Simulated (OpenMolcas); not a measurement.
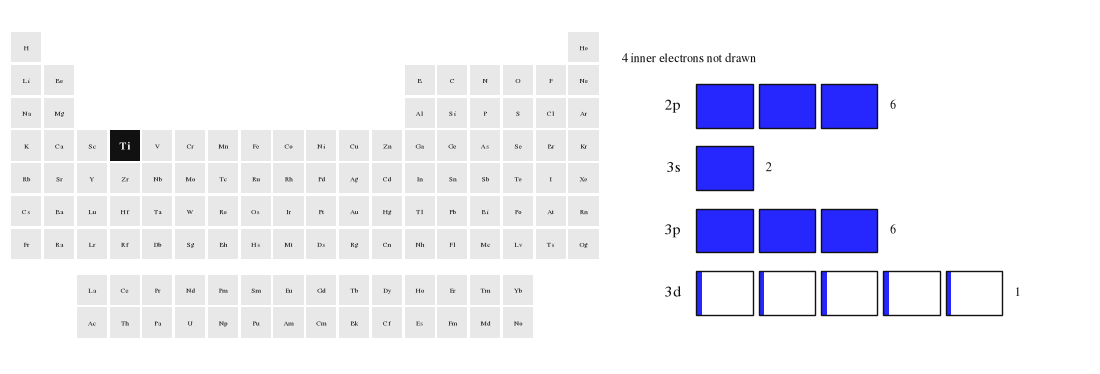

Fig. 1: Left, the place of titanium in the periodic table; right, the outer shells of the leading configuration of the lowest level: a box for each of the 2l + 1 orbitals, shaded by the share of the shell that is filled, with the electron count at the right.

## Multiconfigurational calculation, with input and output: Ti³⁺ complex

Ti³⁺ with 6 ligands (F; octahedron, 1.98 Å), neutralised by 6 outer point charges of +0.5 e, whose field is part of the energies. Computed at this level: state-averaged CASSCF, active space 1 electron in the shell 3d, basis ANO-RCC-VTZP on the metal and ANO-RCC-VDZP on the ligands, DKH2 scalar Hamiltonian, spin-orbit coupling by RASSI with atomic mean-field integrals (OpenMolcas).

**Key numbers**

| quantity | value |
| --- | --- |
| outcome | converged |
| energy of the lowest spin-free term | −1451.24854 hartree |
| energy of the lowest spin-orbit level | −1451.24888 hartree |
| largest spread among components of a term | 0.0 cm⁻¹ |
| hardware | 1 thread of Arm Neoverse V1, 24 GiB of memory available, shared host |
| wall time | 9.5 s |
| peak memory | 0.2 GiB |

**Remarks**

Limits: distances are set from ionic radii, not optimised.

**Input file**
```
&GATEWAY
Coord
7

Ti 0.0 0.0 0.0
F 1.980000 0.000000 0.000000
F 0.000000 1.980000 0.000000
F -1.980000 0.000000 0.000000
F 0.000000 -1.980000 0.000000
F 0.000000 0.000000 1.980000
F 0.000000 0.000000 -1.980000
Basis=Ti.ANO-RCC-VTZP,F.ANO-RCC-VDZP
Group=XYZ
NoMove
AngMom=0.0 0.0 0.0
AMFI
RICD
XField
3 Angstrom 0
4.780000 0.000000 0.000000 0.500000
0.000000 4.780000 0.000000 0.500000
0.000000 0.000000 4.780000 0.500000
&SEWARD
&RASSCF
FileOrb=start.orb
Symmetry=1
Spin=2
nActEl=1 0 0
Inactive=18 21
Ras2=5 0
CIRoot=5 5 1
SDav=5
CIMx=300
Iter=150 100
PrWF=0.3
OrbListing=Nothing
MaxOrb=0
LevShft=1.0
>>> COPY $Project.JobIph JOB001
&RASSI
NrOfJobIphs=1 5
1 2 3 4 5
IphNames
JOB001
EJob
SpinOrbit
DIPRint=1.0
SOCoupling=1000.0
Subsets=2
Property=9
'ANGMOM' 1 'ANGMOM' 2 'ANGMOM' 3 'MLTPL  1' 1 'MLTPL  1' 2 'MLTPL  1' 3
'AMFI' 1 'AMFI' 2 'AMFI' 3
SOProperty=3
'ANGMOM' 1 'ANGMOM' 2 'ANGMOM' 3
```

The file start.orb holds starting orbitals from an earlier step. A driver script formed the levels outside the program, from RASSI's spin-orbit matrix and the active-space energies, averaged over the components of each term or state.

Command:
```bash
OMP_NUM_THREADS=1 MOLCAS_MEM=2457 MOLCAS_PROJECT=a pymolcas a.inp > a.log  # once for each step of the input, in one work folder
```

**The program's output (extracts)**
```
--- SEWARD ---
Basis set label: TI.ANO-RCC...6S5P3D2F1G.

      Electronic valence basis set:
      ------------------
      Associated Effective Charge  22.000000 au
      Associated Actual Charge     22.000000 au
      Nuclear Model: Point charge

      Shell  nPrim  nBasis  Cartesian Spherical Contaminant
         s      21       6        X
         p      15       5        X
         d      10       3                 X
         f       6       2                 X
         g       4       1                 X
                  Relativistic Douglas-Kroll-Hess integrals:
                    - DKH order of Hamiltonian: 2
                    - DKH order of Properties : 0
                  Atomic mean-field integrals
--- RASSCF ---
Wave function specifications:
      -----------------------------

      Number of closed shell electrons          78
      Number of electrons in active shells       1
      Max number of holes in RAS1 space          0
      Max nr of electrons in RAS3 space          0
      Number of inactive orbitals               39
      Number of active orbitals                  5
      Number of secondary orbitals              99
      Spin quantum number                      0.5
      State symmetry                             1
Orbital specifications:
      -----------------------

      Symmetry species                           1   2
                                                ag  au
      Frozen orbitals                            0   0
      Inactive orbitals                         18  21
      Active orbitals                            5   0
      RAS1 orbitals                              0   0
      RAS2 orbitals                              5   0
      RAS3 orbitals                              0   0
      Secondary orbitals                        49  50
      Deleted orbitals                           0   0
      Number of basis functions                 72  71
      Number of CSFs                             5
      Number of root(s) required                 5
      Iter CI   SX   CI       RASSCF       Energy    max ROT     max BLB   max BLB  Level Ln srch  Step   QN
          iter iter root      energy       change     param      element    value   shift minimum  type update
 Nr of preliminary CI iterations:   1
      Total energies have been shifted. Add                -1000.00 au
        1   1   12    0  -450.32488177    0.00E+00  -1.04E-01*   8  49 1 -3.10E-01*  0.71   0.00    SX    NO
        2   1   12    0  -451.14118896   -8.16E-01* -4.97E-02   18  21 1  1.25E-01*  0.85   0.00    SX    NO
        3   1   12    0  -451.20270405   -6.15E-02* -2.03E-02   18  21 1  6.39E-02*  0.91   0.00    SX    NO
        4   1   11    0  -451.21501919   -1.23E-02* -1.15E-02   18  21 1  3.69E-02*  0.92   0.00    SX    NO
        5   1   10    0  -451.21863072   -3.61E-03* -1.38E-02   18  21 1  2.13E-02*  0.93   2.28    LS   YES
        6   1   11    0  -451.22030118   -1.67E-03*  3.84E-03    9  22 2 -4.78E-03*  0.94   1.07    QN   YES
        7   1   10    0  -451.22048442   -1.83E-04*  3.02E-03    9  22 2 -2.67E-03*  0.94   1.80    LS   YES
        8   1   10    0  -451.22052919   -4.48E-05* -1.04E-03    6  34 2 -2.24E-03*  0.94   1.01    QN   YES
        9   1    9    0  -451.22054884   -1.97E-05* -4.90E-04    6  24 1 -6.87E-04*  0.94   1.46    QN   YES
       10   1    8    0  -451.22055425   -5.41E-06* -2.05E-04    5  46 1  2.89E-04*  0.94   1.33    QN   YES
       11   1    8    0  -451.22055538   -1.13E-06* -1.62E-04    6  34 2  1.76E-04*  0.94   1.38    QN   YES
       12   1    7    0  -451.22055561   -2.33E-07*  8.55E-05    6  24 2 -4.65E-05   0.94   1.25    QN   YES
       13   1    6    0  -451.22055564   -2.79E-08*  2.48E-05    6  30 1 -1.76E-05   0.94   1.27    QN   YES
       14   1    5    0  -451.22055565   -3.25E-09  -4.85E-06    6  30 1 -6.37E-06   0.94   1.21    QN   YES
      Convergence after 14 iterations
       15   1    5    0  -451.22055565   -3.06E-10  -4.85E-06    6  30 1 -2.17E-06   0.94   1.21    QN   YES
      Natural orbitals and occupation numbers for root  1
      sym 1:   0.000000   1.000000   0.000000  -0.000000   0.000000
      Natural orbitals and occupation numbers for root  2
      sym 1:   1.000000   0.000000   0.000000   0.000000  -0.000000
      Natural orbitals and occupation numbers for root  3
      sym 1:   1.000000   0.000000   0.000000   0.000000   0.000000
::    RASSCF root number  1 Total energy:  -1451.24854429
::    RASSCF root number  2 Total energy:  -1451.24854429
::    RASSCF root number  3 Total energy:  -1451.24854429
::    RASSCF root number  4 Total energy:  -1451.17857269
::    RASSCF root number  5 Total energy:  -1451.17857269
--- RASSI ---
SPIN-FREE ENERGIES:
  (Shifted by EMIN (a.u.) =      -1451.2485442872)

 SF State       Relative EMIN(au)   Rel lowest level(eV)    D:o, cm**(-1)

     1             0.0000000000        0.0000000000              0.0000
     2             0.0000000000        0.0000000000              0.0000
     3             0.0000000000        0.0000000000              0.0000
     4             0.0699716021        1.9040242899          15356.9916
     5             0.0699716021        1.9040242899          15356.9916
     Dipole printing threshold changed to   1.00000000E+00
Eigenvalues of complex Hamiltonian:
   -----------------------------------
  (Shifted by EMIN (a.u.) =      -1451.2485442872)

 SO State       Relative EMIN(au)   Rel lowest level(eV)    D:o, cm**(-1)

     1            -0.0003368154        0.0000000000              0.0000
     2            -0.0003368154        0.0000000000              0.0000
     3            -0.0003368154        0.0000000000              0.0000
     4            -0.0003368154        0.0000000000              0.0000
     5             0.0006570074        0.0270432959            218.1189
     6             0.0006570074        0.0270432959            218.1189
     7             0.0699799137        1.9134156747          15432.7382
     8             0.0699799137        1.9134156747          15432.7382
     9             0.0699799137        1.9134156747          15432.7382
    10             0.0699799137        1.9134156747          15432.7382
Weights of the five most important spin-orbit-free states for each spin-orbit state.

 SO State  Total energy (au)           Spin-free states, spin, and weights
 -------------------------------------------------------------------------------------------------------
    1        -0.000337       3 0.5  0.6666    2 0.5  0.1667    1 0.5  0.1666    5 0.5  0.0001    4 0.5  0.0000
    2        -0.000337       3 0.5  0.6666    2 0.5  0.1667    1 0.5  0.1666    5 0.5  0.0001    4 0.5  0.0000
    3        -0.000337       1 0.5  0.5000    2 0.5  0.4999    4 0.5  0.0001    5 0.5  0.0000    3 0.5  0.0000
    4        -0.000337       1 0.5  0.5000    2 0.5  0.4999    4 0.5  0.0001    5 0.5  0.0000    3 0.5  0.0000
    5         0.000657       1 0.5  0.3333    2 0.5  0.3333    3 0.5  0.3333    4 0.5  0.0000    5 0.5  0.0000
    6         0.000657       1 0.5  0.3333    2 0.5  0.3333    3 0.5  0.3333    5 0.5  0.0000    4 0.5  0.0000
    7         0.069980       5 0.5  0.9999    3 0.5  0.0001    2 0.5  0.0000    1 0.5  0.0000    4 0.5  0.0000
    8         0.069980       5 0.5  0.9999    3 0.5  0.0001    2 0.5  0.0000    1 0.5  0.0000    4 0.5  0.0000
    9         0.069980       4 0.5  0.9999    1 0.5  0.0001    2 0.5  0.0000    3 0.5  0.0000    5 0.5  0.0000
   10         0.069980       4 0.5  0.9999    1 0.5  0.0001    2 0.5  0.0000    3 0.5  0.0000    5 0.5  0.0000
 -------------------------------------------------------------------------------------------------------
```

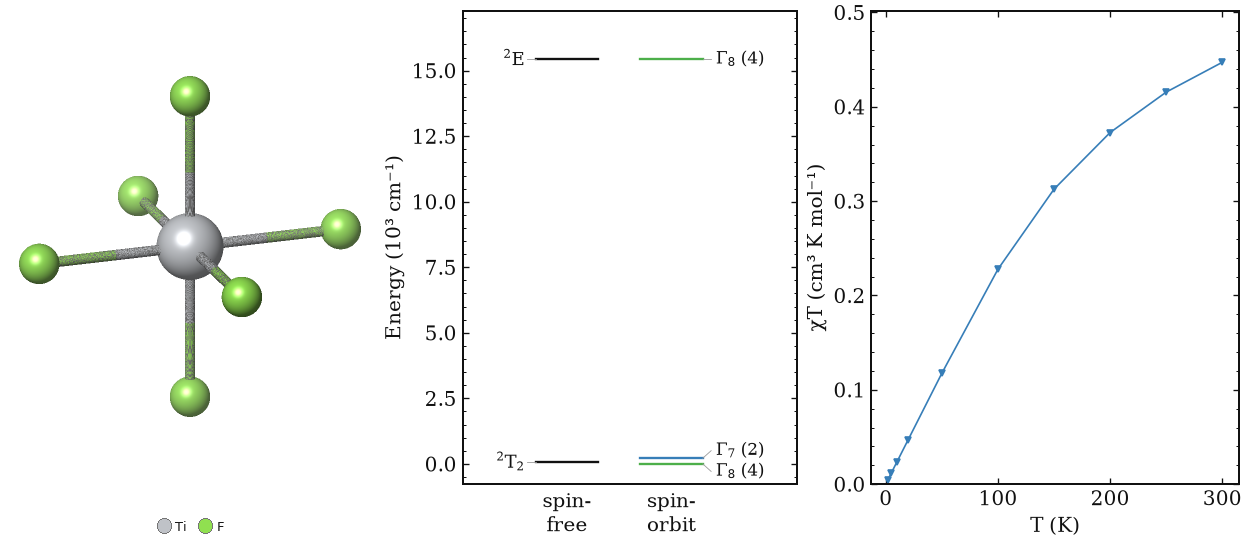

Fig. 2: Ti³⁺ (3d) with 6 ligands, F⁻, at 1.98 Å (arrangement: octahedron, Oh), neutralised by outer point charges of +0.5 e, and its levels and susceptibility. Labels give the representation in O, Td, D4 or D3 as the site allows (double group for half-integer spin) where it could be assigned and, in brackets, the degeneracy; spin-free states, where drawn, share the zero of the spin-orbit levels. Powder susceptibility by Van Vleck's formula. The ground level is Γ₈, 4-fold degenerate, 100 % from states of spin multiplicity 2. The next level lies at 218 cm⁻¹ (Γ₇). The lowest spin-free state is ²T₂; of the same spin there follows at 15,400 cm⁻¹ (²E) above it. A ligand-field fit to the spin-free states gives |10Dq| = 15,400 cm⁻¹. χT is close to 0 cm³ K mol⁻¹ at 2 K and 0.447 at 300 K, an effective moment of 1.89 μB. The active orbitals hold 89 to 96 % metal character (Löwdin), and the Mulliken charge of the metal is +2.12.
